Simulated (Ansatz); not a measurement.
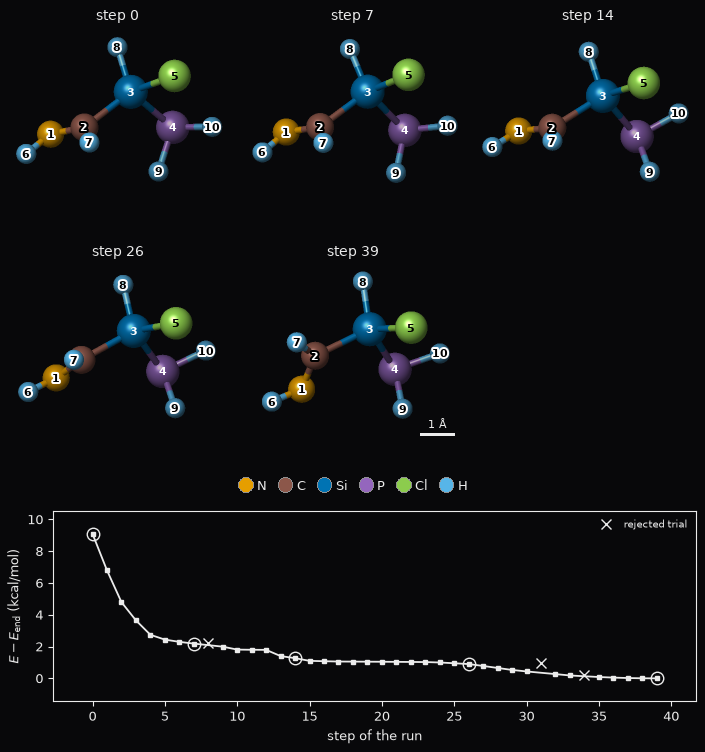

Frames of a relaxation of CH$_{5}$ClNPSi, marked on the history of the run. Style: ball-and-stick. Shown at a tilt.

The run prepares an end point of a later path (inversion) calculation, from a guessed geometry.

These are results of RKS PBE0-D4/6-31G* (Ansatz), not measurements. Set-up: no spin polarisation; force threshold 0.015 eV/Å; at most 40 steps.

### What happens along the run?

The relaxation stopped without meeting its thresholds, so the last structure isn't shown to be converged. It used up its limit of 40 steps. Over 36 accepted moves (39 points after the start) the energy falls by 9.09 kcal/mol. Largest force component: 3.6 eV/Å at the start, 0.033 eV/Å at the end. The line search rejected the trial steps at points 8, 31, 34 of the run. The atom that moves furthest after the best rigid fit is H7 (1.36 Å). Largest moves by element: H 1.36 Å, N 0.74 Å, Cl 0.54 Å, P 0.43 Å, C 0.26 Å, Si 0.19 Å. Near-neighbour distances that change, for instance: P4–H10 1.350 → 1.424 Å, N1–H6 1.067 → 1.026 Å, N1–C2 1.236 → 1.274 Å, P4–H9 1.453 → 1.420 Å. Bond angles that change, for instance: P4–Si3–Cl5 104.7° → 115.7°, C2–Si3–P4 112.5° → 106.9°, C2–Si3–H8 116.1° → 111.0°. Groups turn about C2–Si3 by about 70°, Si3–P4 by about 40°. From step 0 to 7: P4 moves most (0.15 Å), energy −6.90 kcal/mol. From step 7 to 14: H9 moves most (0.63 Å), energy −0.92 kcal/mol. From step 14 to 26: H7 moves most (0.56 Å), energy −0.37 kcal/mol. From step 26 to 39: H7 moves most (0.65 Å), energy −0.90 kcal/mol.

| step | E − E(0), kcal/mol | largest force component, eV/Å | note |
| --- | --- | --- | --- |
| 0 | 0.00 | 3.6001 |  |
| 1 | -2.30 | 1.2802 |  |
| 2 | -4.30 | 1.5384 |  |
| 3 | -5.44 | 1.1122 |  |
| 4 | -6.35 | 0.4495 |  |
| 5 | -6.65 | 0.2553 |  |
| 6 | -6.79 | 0.1590 |  |
| 7 | -6.90 | 0.1144 |  |
| 8 | -6.86 | 0.5270 | rejected |
| 9 | -7.10 | 0.1100 |  |
| 10 | -7.28 | 0.1871 |  |
| 12 | -7.30 | 0.4939 |  |
| 13 | -7.69 | 0.2736 |  |
| 15 | -7.99 | 0.1523 |  |
| 16 | -8.01 | 0.0746 |  |
| 18 | -8.04 | 0.0230 |  |
| 19 | -8.04 | 0.0349 |  |
| 21 | -8.05 | 0.1114 |  |
| 22 | -8.06 | 0.1810 |  |
| 24 | -8.09 | 0.3110 |  |
| 25 | -8.14 | 0.4146 |  |
| 27 | -8.31 | 0.5276 |  |
| 28 | -8.44 | 0.1191 |  |
| 30 | -8.66 | 0.1520 |  |
| 31 | -8.12 | 1.0281 | rejected |
| 33 | -8.91 | 0.4007 |  |
| 34 | -8.91 | 0.4917 | rejected |
| 36 | -9.04 | 0.0907 |  |
| 37 | -9.07 | 0.1182 |  |
| 39 | -9.09 | 0.0329 |  |
